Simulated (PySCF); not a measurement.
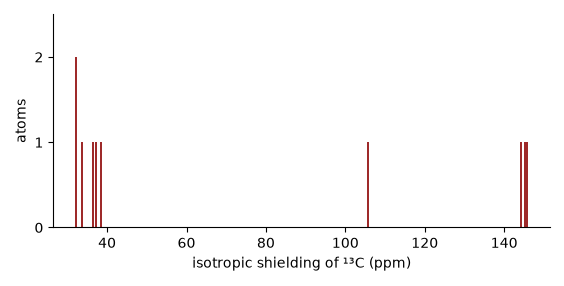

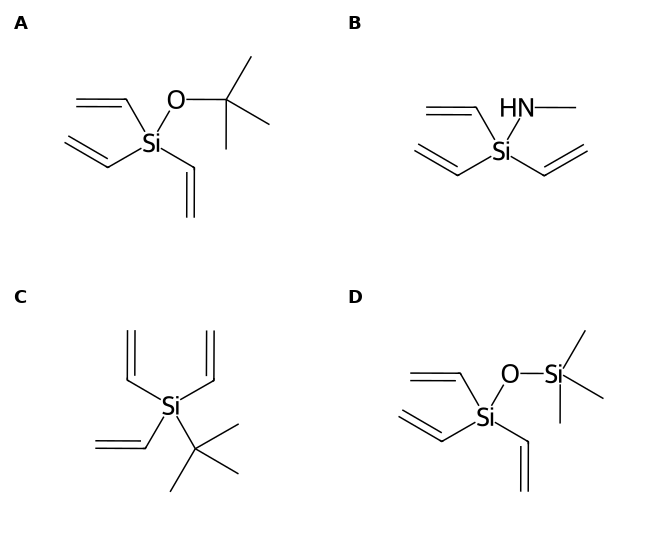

The sticks are computed shieldings of one of the molecules, for one fixed geometry (PBE0-D3(BJ)/def2-SVP) without averaging over rotations. Low shielding means a high chemical shift. Method: GIAO B3LYP/pcSseg-1 NMR shielding, non-relativistic, gas phase (PySCF 2.14.0).

**Match the spectrum to a structure.**

A, `C=C[Si](C=C)(C=C)OC(C)(C)C`. Its 10 C atoms give lines at 32.1 (2 atoms), 33.6, 36.4, 37.3, 38.5, 105.8, 144.3, 145.1, 145.8 ppm.
